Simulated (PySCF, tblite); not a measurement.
# C6H11B: dynamics, then NMR shifts on frames

Aim: move C6H11B (`CB(C)[C@H]1[C@@H]2C[C@@H]21`) away from its starting geometry and see how NMR shifts follow the geometry.

The runs use tblite 0.8.0 and PySCF 2.14.0, with density-fitted response routines of our own; the level of theory stands in each step. All values are computed, except where a source is named. Atoms count from 0, in the outputs and in this text.

### Step 1. The starting structure

18 atoms, charge 0, multiplicity 1; geometry from: GFN2-xTB.

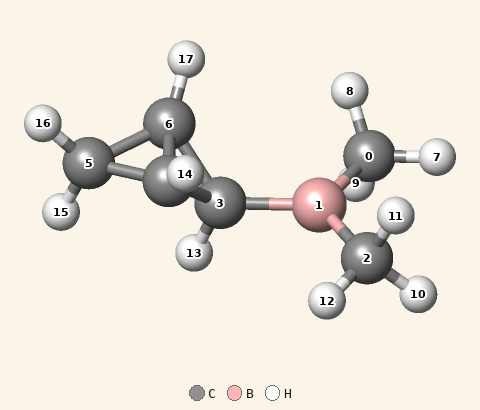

As it starts; carbon grey, boron pink, hydrogen white, atoms numbered.

### Step 2. Thermal motion with GFN2-xTB

Job settings and geometry (Å):

```
{"job": {"kind": "md", "xc": "GFN2-xTB", "basis": "xTB", "temperature": 200, "steps": 2000, "every": 50, "frames": 5}, "charge": 0, "multiplicity": 1}
C     -1.893212     1.225023     0.136668
B     -1.008071    -0.078150     0.206040
C     -1.672160    -1.502618     0.088368
C      0.543040     0.050407     0.439914
C      1.565946    -0.628955    -0.428474
C      2.737378     0.198442    -0.006357
C      1.463414     0.851574    -0.438988
H     -2.937801     1.043336    -0.104303
H     -1.500373     1.939247    -0.585071
H     -1.865186     1.736793     1.098552
H     -2.593692    -1.575886     0.663133
H     -1.956237    -1.674609    -0.950669
H     -1.020698    -2.322076     0.381386
H      0.792585     0.074225     1.505935
H      1.468513    -1.380786    -1.181778
H      3.012864     0.224814     1.043604
H      3.587745     0.252567    -0.676598
H      1.267188     1.572969    -1.203018
```

Level: GFN2-xTB Langevin dynamics, gas phase.

Launch:

```
$ OMP_NUM_THREADS=1 python probes_run.py task.json out
```

One launch serves the whole session: the jobs run in the order shown.

Output:

```text
t/fs     T/K      E/eV
    0.0   169.6   -533.09414
   25.0   108.6   -532.84972
   50.0   129.9   -532.82822
   75.0   158.4   -532.85507
  100.0   168.2   -532.84231
  125.0   175.6   -532.76978
  150.0   215.9   -532.95163
  175.0   137.4   -532.83630
  200.0   196.1   -532.90467
  225.0   192.7   -532.87076
  250.0   176.1   -532.82576
  275.0   166.8   -532.84464
  300.0   160.8   -532.81150
  325.0   210.6   -532.89533
  350.0   160.9   -532.80860
  375.0   169.9   -532.79960
  400.0   266.1   -532.86822
  425.0   226.1   -532.74535
  450.0   173.6   -532.72859
  475.0   271.2   -532.81669
  500.0   205.6   -532.76627
  525.0   212.9   -532.77790
  550.0   164.6   -532.72908
  575.0   153.3   -532.70823
  600.0   184.8   -532.83874
  625.0   115.4   -532.74364
  650.0   182.7   -532.93167
  675.0   181.7   -532.87038
  700.0   213.7   -532.82427
  725.0   142.8   -532.78181
  750.0   181.5   -532.86161
  775.0   191.3   -532.81717
  800.0   152.5   -532.81490
  825.0   177.7   -532.89228
  850.0   185.5   -532.88758
  875.0   176.2   -532.76639
  900.0   155.3   -532.60365
  925.0   240.3   -532.81873
  950.0   227.8   -532.78864
  975.0   222.5   -532.80405
 1000.0   232.4   -532.82953
```

It took 18 s on 1 thread of Arm Neoverse N1, shared host; peak memory 0.18 GiB.

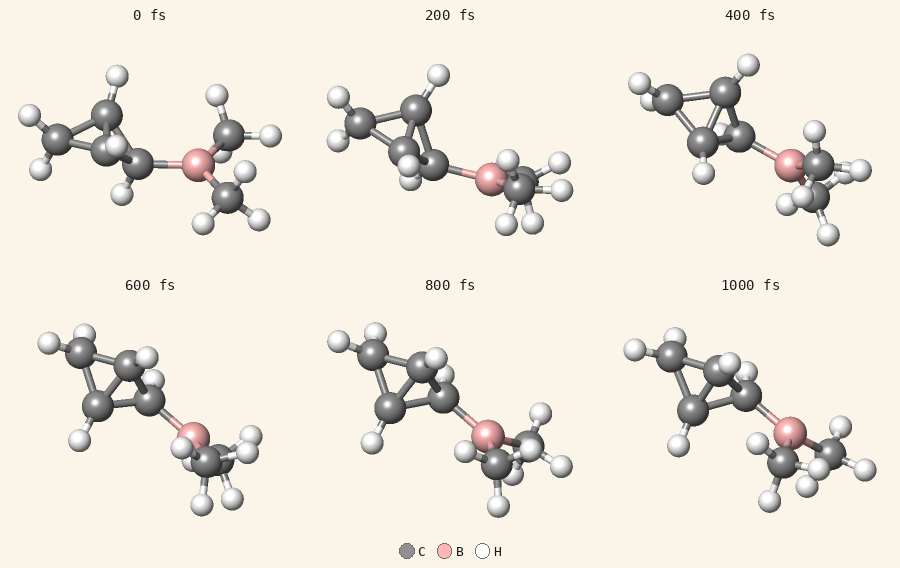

Frames of the run.

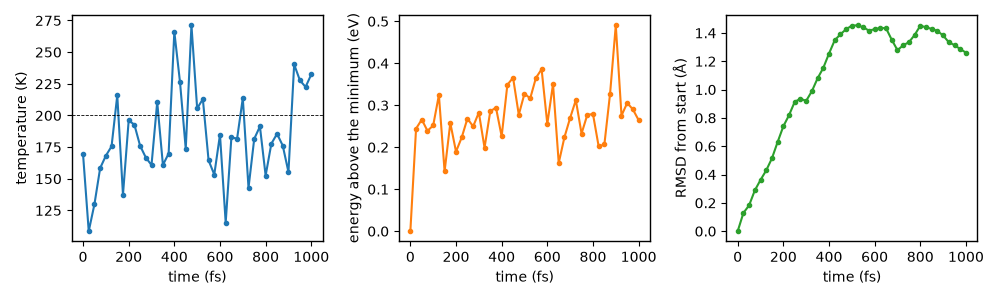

Temperature, potential energy and distance from the start.

Positions (Å) and forces (eV/Å) at 1000 fs:

```xyz
18

C    -1.795   -0.266    1.234    1.296   -0.339    0.196
B    -0.553   -0.724    0.316   -0.319    0.423    0.638
C    -0.239   -2.235    0.131   -0.289   -0.301    0.513
C     0.619    0.197   -0.079    0.006    0.652   -0.372
C     2.020   -0.329    0.153    0.150    0.938    0.341
C     2.691    0.599   -0.833    0.376   -0.421    0.842
C     1.548   -0.284   -1.187   -0.403    0.172   -1.765
H    -2.661   -0.909    1.152   -0.039   -0.075    0.145
H    -2.110    0.761    1.097    0.042    0.082    0.119
H    -1.342   -0.381    2.264   -0.778    0.251   -0.860
H    -1.098   -2.791   -0.187   -0.485   -0.455   -0.180
H     0.562   -2.436   -0.573    0.072   -0.262    0.401
H    -0.028   -2.597    1.158    0.266   -0.105   -0.699
H     0.530    1.296    0.003   -0.043   -0.423   -0.052
H     2.351   -1.083    0.772    0.596   -0.970    1.008
H     2.505    1.631   -0.640   -0.011    0.699   -0.232
H     3.722    0.390   -1.109   -0.288   -0.164   -0.218
H     1.446   -0.987   -1.998   -0.149    0.298    0.176
```

### Step 3. Shielding tensors: 250 fs, PBE0/pcSseg-1

Job settings and geometry (Å):

```
{"job": {"kind": "nmr", "xc": "PBE0", "basis": "pcSseg-1", "pop": false}, "charge": 0, "multiplicity": 1}
C     -1.906400     0.463600     1.396700
B     -0.977100    -0.326000     0.396600
C     -1.520000    -1.499500    -0.515400
C      0.549100    -0.070800     0.478400
C      1.575900    -0.830200    -0.325100
C      2.587100     0.271200    -0.574000
C      1.139300     0.521200    -0.800400
H     -2.782000     0.941100     0.924100
H     -1.339900     1.212600     1.931800
H     -2.290300    -0.230000     2.107900
H     -2.601800    -1.552600    -0.591700
H     -1.119600    -1.481300    -1.528600
H     -1.320500    -2.468500    -0.029300
H      0.955500     0.423700     1.374800
H      1.605200    -1.893400    -0.608900
H      3.031600     0.817900     0.282200
H      3.127700     0.173200    -1.466100
H      0.598500     0.979400    -1.646100
```

Method: GIAO PBE0/pcSseg-1 NMR shielding, non-relativistic, gas phase.

Output:

```text
coarse grid: 14424 points
cycle   1  E = -259.5666657504  dE =  9.028e-01  |g| = 4.879e-01  |ddm| = 3.664e+00
cycle   2  E = -259.5603541562  dE =  6.312e-03  |g| = 5.225e-01  |ddm| = 9.331e-01
cycle   3  E = -259.6329141514  dE = -7.256e-02  |g| = 2.604e-02  |ddm| = 4.995e-01
cycle   4  E = -259.6329700272  dE = -5.588e-05  |g| = 2.122e-02  |ddm| = 4.303e-02
cycle   5  E = -259.6330777172  dE = -1.077e-04  |g| = 3.485e-03  |ddm| = 2.132e-02
cycle   6  E = -259.6330803862  dE = -2.669e-06  |g| = 1.046e-03  |ddm| = 3.623e-03
final grid: 137552 points
cycle   7  E = -259.6720418282  dE = -4.127e-05  |g| = 9.074e-03  |ddm| = 3.234e-02
cycle   8  E = -259.6720353298  dE =  6.498e-06  |g| = 1.054e-02  |ddm| = 1.785e-02
cycle   9  E = -259.6720634472  dE = -2.812e-05  |g| = 7.957e-04  |ddm| = 9.494e-03
cycle  10  E = -259.6720635902  dE = -1.429e-07  |g| = 2.210e-04  |ddm| = 8.675e-04
cycle  11  E = -259.6720636014  dE = -1.127e-08  |g| = 6.833e-05  |ddm| = 2.516e-04
cycle  12  E = -259.6720636025  dE = -1.058e-09  |g| = 1.650e-05  |ddm| = 7.519e-05
cycle  13  E = -259.6720636026  dE = -6.844e-11  |g| = 2.011e-06  |ddm| = 1.628e-05
converged SCF energy = -259.6720636026

GIAO shielding tensors (ppm)
atom      isotropic    diamagn.    paramagn.     s11        s22        s33       span
  0 C      172.159     253.682     -81.523    153.379    175.096    188.002     34.624
  1 B       17.088     186.964    -169.876    -40.877    -28.339    120.480    161.357
  2 C      177.407     251.793     -74.385    156.094    186.518    189.610     33.515
  3 C      136.527     252.157    -115.630    103.652    126.006    179.923     76.271
  4 C      172.337     254.764     -82.427    132.611    187.182    197.217     64.606
  5 C      152.336     260.040    -107.703    137.435    141.541    178.032     40.597
  6 C      169.387     251.153     -81.766    133.332    184.849    189.981     56.649
  7 H       30.454      29.861       0.593     26.960     28.442     35.961      9.001
  8 H       30.703      32.301      -1.599     26.556     30.942     34.610      8.054
  9 H       31.657      30.292       1.365     28.115     29.489     37.367      9.252
 10 H       30.963      30.399       0.564     27.177     29.224     36.488      9.311
 11 H       30.905      31.999      -1.094     25.932     32.183     34.600      8.668
 12 H       31.246      30.307       0.939     26.112     30.283     37.341     11.229
 13 H       30.662      32.754      -2.091     24.966     29.935     37.087     12.121
 14 H       28.426      32.421      -3.995     21.837     27.741     35.700     13.863
 15 H       30.332      31.262      -0.930     24.821     27.718     38.458     13.637
 16 H       31.006      32.124      -1.118     24.942     26.938     41.139     16.196
 17 H       28.940      31.680      -2.740     22.751     27.813     36.256     13.505
```

It took 41 s on 1 thread of Arm Neoverse N1, shared host; peak memory 0.78 GiB.

The references, computed at this level on geometries of the same kind, shield at (ppm): ¹H TMS 31.72, ¹³C TMS 186.9, ¹¹B BF3·OEt2 100.1. Their shielding less the atom's gives the shift. The references are single molecules in the gas phase. Each atom is listed at this fixed geometry, with no averaging over motion; a spectrum would average atoms that exchange fast.

```
atoms                               environment  σ (ppm)  δ (ppm)
   C3                three-membered-ring carbon    136.5     50.4
   C5                three-membered-ring carbon    152.3     34.6
   C6                three-membered-ring carbon    169.4     17.5
   C0                 methyl carbon bonded to B    172.2     14.8
   C4                three-membered-ring carbon    172.3     14.6
   C2                 methyl carbon bonded to B    177.4      9.5
  H14  hydrogen on a three-membered-ring carbon    28.43     3.29
  H17  hydrogen on a three-membered-ring carbon    28.94     2.78
  H15  hydrogen on a three-membered-ring carbon    30.33     1.38
   H7   hydrogen on a methyl carbon bonded to B    30.45     1.26
  H13  hydrogen on a three-membered-ring carbon    30.66     1.05
   H8   hydrogen on a methyl carbon bonded to B    30.70     1.01
  H11   hydrogen on a methyl carbon bonded to B    30.90     0.81
  H10   hydrogen on a methyl carbon bonded to B    30.96     0.75
  H16  hydrogen on a three-membered-ring carbon    31.01     0.71
  H12   hydrogen on a methyl carbon bonded to B    31.25     0.47
   H9   hydrogen on a methyl carbon bonded to B    31.66     0.06
   B1                       boron bonded to 3 C     17.1     83.0
```

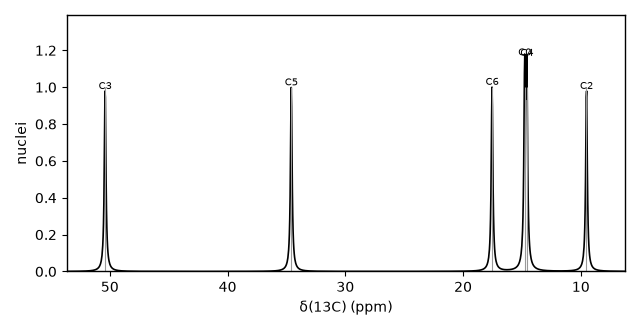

¹³C lines at the computed shifts, without couplings. Lines are broadened to a width of 0.16 ppm (Lorentzian).

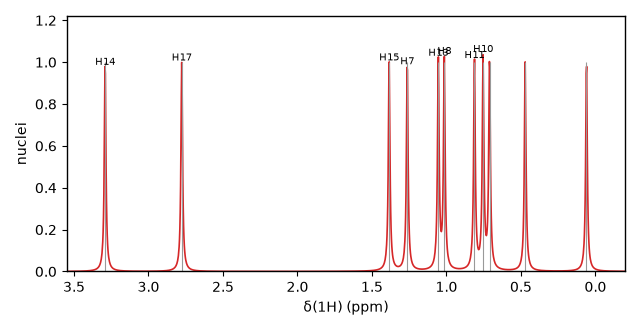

¹H lines at the computed shifts, without couplings. Lines are broadened to a width of 0.01 ppm (Lorentzian).

Ring of atoms C3, C4, C6: NICS(0) -44.5, NICS(1) -8.9, NICS(1)zz -19.8 ppm (means of both faces; NICS(1) differs between them: -11.0 and -6.8).

The two faces differ (NICS(1)zz -22.9 and -16.8 ppm).

In rings of three or four atoms NICS is ruled by the nearby σ bonds, so it says little on aromaticity.

Ring of atoms C4, C5, C6: NICS(0) -44.2, NICS(1) -9.3, NICS(1)zz -19.1 ppm (means of both faces; NICS(1) differs between them: -11.2 and -7.4).

In rings of three or four atoms NICS is ruled by the nearby σ bonds, so it says little on aromaticity.

### Step 4. NMR shieldings: 425 fs, PBE0/pcSseg-1

Job settings and geometry (Å):

```
{"job": {"kind": "nmr", "xc": "PBE0", "basis": "pcSseg-1", "pop": false}, "charge": 0, "multiplicity": 1}
C     -1.378400    -0.205300     1.889700
B     -0.634900    -0.508700     0.539900
C     -1.028700    -1.725600    -0.321000
C      0.711800     0.189200     0.213900
C      2.012700    -0.676200     0.007900
C      2.753900     0.421800    -0.730200
C      1.398600     0.076700    -1.133700
H     -2.289200     0.339700     1.761800
H     -0.677700     0.344100     2.508700
H     -1.538900    -1.180900     2.335800
H     -2.133800    -1.944000    -0.475100
H     -0.605600    -1.659400    -1.329400
H     -0.634100    -2.568400     0.191000
H      0.971900     1.093800     0.754200
H      2.241500    -1.646600     0.228700
H      3.072400     1.335500    -0.233100
H      3.548700     0.111500    -1.374100
H      0.978600    -0.272000    -2.017400
```

Level: GIAO PBE0/pcSseg-1 NMR shielding, non-relativistic, gas phase.

Output:

```text
coarse grid: 14424 points
cycle   1  E = -259.5589265181  dE =  1.011e+00  |g| = 4.946e-01  |ddm| = 3.669e+00
cycle   2  E = -259.5524487645  dE =  6.478e-03  |g| = 5.285e-01  |ddm| = 9.475e-01
cycle   3  E = -259.6267084656  dE = -7.426e-02  |g| = 2.728e-02  |ddm| = 5.094e-01
cycle   4  E = -259.6267846751  dE = -7.621e-05  |g| = 2.076e-02  |ddm| = 4.272e-02
cycle   5  E = -259.6268861365  dE = -1.015e-04  |g| = 4.286e-03  |ddm| = 2.125e-02
cycle   6  E = -259.6268902403  dE = -4.104e-06  |g| = 1.226e-03  |ddm| = 4.665e-03
final grid: 137552 points
cycle   7  E = -259.6661003948  dE = -5.202e-05  |g| = 9.648e-03  |ddm| = 3.804e-02
cycle   8  E = -259.6660928529  dE =  7.542e-06  |g| = 1.124e-02  |ddm| = 1.874e-02
cycle   9  E = -259.6661244954  dE = -3.164e-05  |g| = 8.263e-04  |ddm| = 1.013e-02
cycle  10  E = -259.6661246501  dE = -1.547e-07  |g| = 2.644e-04  |ddm| = 9.656e-04
cycle  11  E = -259.6661246667  dE = -1.661e-08  |g| = 7.283e-05  |ddm| = 2.954e-04
cycle  12  E = -259.6661246678  dE = -1.168e-09  |g| = 2.062e-05  |ddm| = 8.190e-05
cycle  13  E = -259.6661246680  dE = -1.083e-10  |g| = 2.250e-06  |ddm| = 2.020e-05
converged SCF energy = -259.6661246680

GIAO shielding tensors (ppm)
atom      isotropic    diamagn.    paramagn.     s11        s22        s33       span
  0 C      173.449     255.602     -82.152    155.182    176.337    188.828     33.646
  1 B       17.100     187.448    -170.348    -43.879    -27.258    122.436    166.315
  2 C      173.408     255.244     -81.837    153.767    181.211    185.244     31.477
  3 C      134.662     250.605    -115.943     96.150    122.238    185.598     89.448
  4 C      184.399     254.599     -70.200    127.859    199.997    225.341     97.482
  5 C      154.570     255.638    -101.068    133.736    150.991    178.983     45.247
  6 C      175.999     248.076     -72.077    144.897    181.817    201.284     56.388
  7 H       31.254      30.729       0.525     27.500     28.948     37.315      9.815
  8 H       30.682      32.104      -1.422     26.480     30.993     34.573      8.094
  9 H       31.200      30.525       0.675     27.506     30.206     35.888      8.382
 10 H       29.779      29.513       0.266     25.646     28.102     35.588      9.942
 11 H       30.614      33.534      -2.920     24.666     32.505     34.671     10.004
 12 H       32.402      32.227       0.175     27.943     31.588     37.675      9.732
 13 H       31.234      33.308      -2.074     24.970     30.682     38.050     13.080
 14 H       31.172      35.249      -4.078     24.519     28.981     40.015     15.496
 15 H       30.579      31.613      -1.034     24.882     28.081     38.774     13.891
 16 H       30.770      30.077       0.693     24.540     26.516     41.253     16.713
 17 H       30.107      33.249      -3.141     23.887     28.458     37.976     14.089
```

It took 40 s on 1 thread of Arm Neoverse N1, shared host; peak memory 0.81 GiB.

In short: δ C3 52.3, C5 32.4, C2 13.5, C0 13.5, H10 1.94, H17 1.61 ppm.

(Part 1 of 2 ends here.)
